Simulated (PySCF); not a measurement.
# [Hf(NH2)3]+: other functionals and bases at one geometry

How far do other levels of theory move the description of [Hf(NH2)3]+, and what does each cost? It is a constructed species; whether it can be made isn't addressed.

Program: PySCF 2.14.0. Level of theory: several levels, as the steps say, no spin–orbit coupling. These are calculated values, not measurements.

1 further run of the same task is left out (for a known fault of the program).

### Step 1. The starting structure

10 atoms, charge 1, spin multiplicity 1.

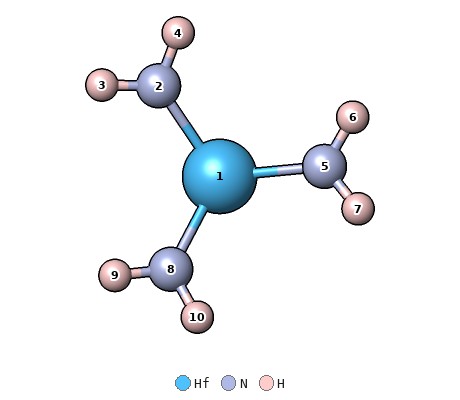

The geometry (hafnium blue, nitrogen light blue, hydrogen pink); atoms are numbered from 1 in the order of the file.

As a file:

```xyz
10
charge 1, multiplicity 1
Hf   -0.0800    0.0458    0.6396
N     1.8753    0.0145    0.3091
H     2.4512   -0.8257    0.2196
H     2.4698    0.8146    0.0828
N    -0.9531    1.6459   -0.1428
H    -0.4995    2.5385   -0.3513
H    -1.9042    1.6969   -0.5147
N    -0.9535   -1.6419    0.0728
H    -0.4885   -2.5419   -0.0644
H    -1.9175   -1.7466   -0.2507
```

Formal oxidation states: Hf +4. An earlier session relaxed this geometry at PBE0, Hf def2-SVP with ECP60, N def2-SVP, H def2-SVP (singlet, point group C3).

At PBE0 on the finer grid: E = -215.415538 Eh, HOMO -12.45 eV, LUMO -6.88 eV, Mulliken charge on Hf1 +1.19 e, largest force component 0.018 eV/Å. 

Levels to run: TPSSh; M06-L; PBE0, TZVP. Hardware: 2 threads of Arm Neoverse V1, shared host.

### Step 2. TPSSh

run.py (the lines that set the calculation) reads:

```python
mol = gto.M(atom='''
Hf    -0.08004     0.04580     0.63961
N      1.87531     0.01454     0.30911
H      2.45119    -0.82573     0.21961
H      2.46983     0.81458     0.08278
N     -0.95309     1.64586    -0.14282
H     -0.49950     2.53846    -0.35134
H     -1.90422     1.69692    -0.51465
N     -0.95346    -1.64194     0.07284
H     -0.48850    -2.54189    -0.06441
H     -1.91752    -1.74660    -0.25072''',
    basis={'Hf': 'def2-SVP', 'N': 'def2-SVP', 'H': 'def2-SVP'},
    ecp={'Hf': 'def2-SVP'},
    charge=1, spin=0)
mf = dft.RKS(mol, xc='TPSSH')
mf.grids.atom_grid = (75, 302)
mf = mf.density_fit()  # fitting sets: Hf def2-universal-JKFIT, N def2-universal-JKFIT, H def2-universal-JKFIT
mf.conv_tol = 1e-08; mf.max_cycle = 55
mf.kernel(dm0)  # dm0: the density of the relaxed state
```

Command:

```bash
$ OMP_NUM_THREADS=2 python run.py
```

Output:

```text
init E= -215.621985922847
  HOMO = -0.428987460360414  LUMO = -0.263680801285766  gap/eV = 4.49822
cycle= 1 E= -215.622879558601  delta_E= -0.000894  |g|= 0.0138  |ddm|= 0.0851
  HOMO = -0.42862039474515  LUMO = -0.259924514159062  gap/eV = 4.59045
cycle= 2 E= -215.622765366214  delta_E= 0.000114  |g|= 0.0234  |ddm|= 0.0457
  HOMO = -0.428434208988012  LUMO = -0.262082973728321  gap/eV = 4.52665
cycle= 3 E= -215.622922686936  delta_E= -0.000157  |g|= 0.00601  |ddm|= 0.0287
  HOMO = -0.428974769714465  LUMO = -0.262314005822349  gap/eV = 4.53507
cycle= 4 E= -215.622930526418  delta_E= -7.84e-06  |g|= 0.000992  |ddm|= 0.00437
  HOMO = -0.42887800957648  LUMO = -0.262174582451705  gap/eV = 4.53623
cycle= 5 E= -215.622930838745  delta_E= -3.12e-07  |g|= 0.000147  |ddm|= 0.00124
  HOMO = -0.428883408800811  LUMO = -0.262166451571265  gap/eV = 4.53660
cycle= 6 E= -215.622930843732  delta_E= -4.99e-09  |g|= 2.96e-05  |ddm|= 0.000157
  HOMO = -0.428884115199056  LUMO = -0.262165949569397  gap/eV = 4.53663
Extra cycle  E= -215.62293084358  delta_E= 1.52e-10  |g|= 3.75e-05  |ddm|= 5.72e-05
converged SCF energy = -215.62293084358
```

Wall time 9.3 s (2 threads of Arm Neoverse V1, shared host).

Read off: E = -215.622931 Eh, HOMO -11.67 eV, LUMO -7.13 eV, Mulliken charge on Hf1 +1.18 e, largest force component 0.268 eV/Å. 

### Step 3. M06-L

run.py (the lines that set the calculation): that of step 2 with these lines changed.

```diff
@@ -14,3 +14,3 @@
     charge=1, spin=0)
-mf = dft.RKS(mol, xc='TPSSH')
+mf = dft.RKS(mol, xc='M06L')
 mf.grids.atom_grid = (75, 302)
```

Command:

```bash
$ OMP_NUM_THREADS=2 python run.py
```

Output:

```text
init E= -215.631143166817
  HOMO = -0.417749758604751  LUMO = -0.253603692910733  gap/eV = 4.46664
cycle= 1 E= -215.634799735747  delta_E= -0.00366  |g|= 0.0242  |ddm|= 0.197
  HOMO = -0.410896017719388  LUMO = -0.252704489452556  gap/eV = 4.30461
cycle= 2 E= -215.634413277803  delta_E= 0.000386  |g|= 0.0462  |ddm|= 0.0552
  HOMO = -0.413444232325347  LUMO = -0.251447311365498  gap/eV = 4.40816
cycle= 3 E= -215.634915676037  delta_E= -0.000502  |g|= 0.00832  |ddm|= 0.0425
  HOMO = -0.413772335348462  LUMO = -0.252565365490735  gap/eV = 4.38667
cycle= 4 E= -215.634934781294  delta_E= -1.91e-05  |g|= 0.00254  |ddm|= 0.0135
  HOMO = -0.413577877587522  LUMO = -0.25219509002828  gap/eV = 4.39145
cycle= 5 E= -215.634936992513  delta_E= -2.21e-06  |g|= 0.000238  |ddm|= 0.00336
  HOMO = -0.413582091990364  LUMO = -0.252189780870699  gap/eV = 4.39171
cycle= 6 E= -215.63493700302  delta_E= -1.05e-08  |g|= 9.28e-05  |ddm|= 0.00027
  HOMO = -0.413577586388846  LUMO = -0.252190564976676  gap/eV = 4.39156
cycle= 7 E= -215.634937004142  delta_E= -1.12e-09  |g|= 6.24e-05  |ddm|= 0.000119
  HOMO = -0.413576354489715  LUMO = -0.252194615051282  gap/eV = 4.39142
Extra cycle  E= -215.634936999821  delta_E= 4.32e-09  |g|= 0.000146  |ddm|= 0.000166
converged SCF energy = -215.634936999821
```

It took 10 s on 2 threads of Arm Neoverse V1, shared host.

Read off: E = -215.634937 Eh, HOMO -11.25 eV, LUMO -6.86 eV, Mulliken charge on Hf1 +1.34 e, largest force component 0.420 eV/Å. 

### Step 4. PBE0, TZVP

Basis: Hf def2-TZVP with ECP60, N def2-TZVP, H def2-TZVP. 

run.py (the lines that set the calculation): that of step 3 with these lines changed.

```diff
@@ -11,6 +11,6 @@
 H     -1.91752    -1.74660    -0.25072''',
-    basis={'Hf': 'def2-SVP', 'N': 'def2-SVP', 'H': 'def2-SVP'},
-    ecp={'Hf': 'def2-SVP'},
+    basis={'Hf': 'def2-TZVP', 'N': 'def2-TZVP', 'H': 'def2-TZVP'},
+    ecp={'Hf': 'def2-TZVP'},
     charge=1, spin=0)
-mf = dft.RKS(mol, xc='M06L')
+mf = dft.RKS(mol, xc='PBE0')
 mf.grids.atom_grid = (75, 302)
@@ -18,2 +18,2 @@
 mf.conv_tol = 1e-08; mf.max_cycle = 55
-mf.kernel(dm0)  # dm0: the density of the relaxed state
+mf.kernel(dm0)  # dm0: free metal ions and neutral atoms
```

Command:

```bash
$ OMP_NUM_THREADS=2 python run.py
```

Output:

```text
init E= -218.217592704535
  HOMO = -0.508876570605733  LUMO = -0.385814669763354  gap/eV = 3.34868
cycle= 1 E= -215.363294632575  delta_E= 2.85  |g|= 1.03  |ddm|= 2.35
  HOMO = -0.442717483244735  LUMO = -0.155132896346982  gap/eV = 7.82558
cycle= 2 E= -215.266465465765  delta_E= 0.0968  |g|= 1.12  |ddm|= 1.61
  HOMO = -0.43416993885511  LUMO = -0.248158239840436  gap/eV = 5.06164
cycle= 3 E= -215.61149056772  delta_E= -0.345  |g|= 0.235  |ddm|= 0.991
  HOMO = -0.469179395710382  LUMO = -0.262773633583672  gap/eV = 5.61659
cycle= 4 E= -215.621597463337  delta_E= -0.0101  |g|= 0.0835  |ddm|= 0.163
  HOMO = -0.460958355482411  LUMO = -0.256460849994937  gap/eV = 5.56466
cycle= 5 E= -215.623062096368  delta_E= -0.00146  |g|= 0.00654  |ddm|= 0.0507
  HOMO = -0.460994697285033  LUMO = -0.256351001133247  gap/eV = 5.56864
cycle= 6 E= -215.623071734298  delta_E= -9.64e-06  |g|= 0.00214  |ddm|= 0.00657
  HOMO = -0.46094487184344  LUMO = -0.256503084628426  gap/eV = 5.56314
cycle= 7 E= -215.623072898818  delta_E= -1.16e-06  |g|= 0.000481  |ddm|= 0.00174
  HOMO = -0.4609440069476  LUMO = -0.256495082470456  gap/eV = 5.56334
cycle= 8 E= -215.623072964515  delta_E= -6.57e-08  |g|= 0.000194  |ddm|= 0.00059
  HOMO = -0.46095023147311  LUMO = -0.256506476798229  gap/eV = 5.56320
cycle= 9 E= -215.623072972294  delta_E= -7.78e-09  |g|= 0.000105  |ddm|= 0.000177
  HOMO = -0.460951995652181  LUMO = -0.256511775940774  gap/eV = 5.56310
cycle= 10 E= -215.623072974942  delta_E= -2.65e-09  |g|= 1.16e-05  |ddm|= 7.31e-05
  HOMO = -0.460951862278941  LUMO = -0.256508480799308  gap/eV = 5.56319
Extra cycle  E= -215.623072974903  delta_E= 3.96e-11  |g|= 1.92e-05  |ddm|= 2.85e-05
converged SCF energy = -215.623072974903
```

Run time: 14 s. Hardware: 2 threads of Arm Neoverse V1, shared host.

Read off: E = -215.623073 Eh, HOMO -12.54 eV, LUMO -6.98 eV, Mulliken charge on Hf1 +1.51 e, largest force component 0.338 eV/Å. 

### Step 5. Results

| level | state | HOMO (eV) | gap (eV) | charge on Hf1 (e) | dipole (D) | largest force (eV/Å) | basis functions | time |
| --- | --- | --- | --- | --- | --- | --- | --- | --- |
| PBE0 (relaxed here) | singlet | -12.45 | 5.58 | 1.19 | 0.73 | 0.02 | 104 | 18 s |
| TPSSh | singlet | -11.67 | 4.54 | 1.18 | 0.71 | 0.27 | 104 | 9.3 s |
| M06-L | singlet | -11.25 | 4.39 | 1.34 | 0.83 | 0.42 | 104 | 10 s |
| PBE0, TZVP | singlet | -12.54 | 5.56 | 1.51 | 0.82 | 0.34 | 169 | 14 s |

Times are on 2 threads of Arm Neoverse V1, shared host; the first row also made further properties. The dipole of a charged species depends on the origin, so these sizes hold for this origin alone.

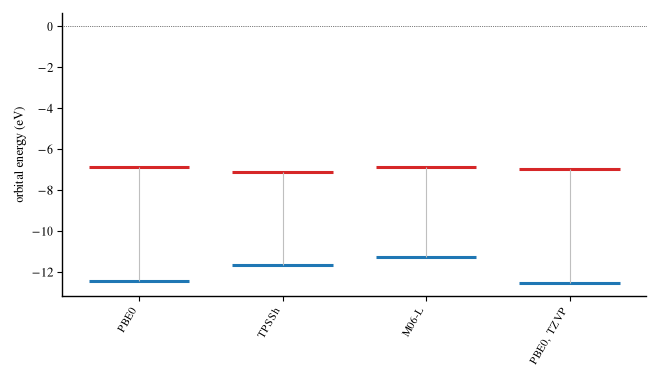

Highest filled and lowest empty level, method by method.

In one basis the HOMO–LUMO gap runs from 4.39 eV (M06-L) to 5.58 eV (PBE0). The largest leftover force, 0.42 eV/Å with M06-L, stands at a geometry relaxed at another level. The Mulliken charge on Hf spans +1.18 to +1.51 e over the levels. Total energies of different levels can't be compared. Spin–orbit coupling is left out throughout.
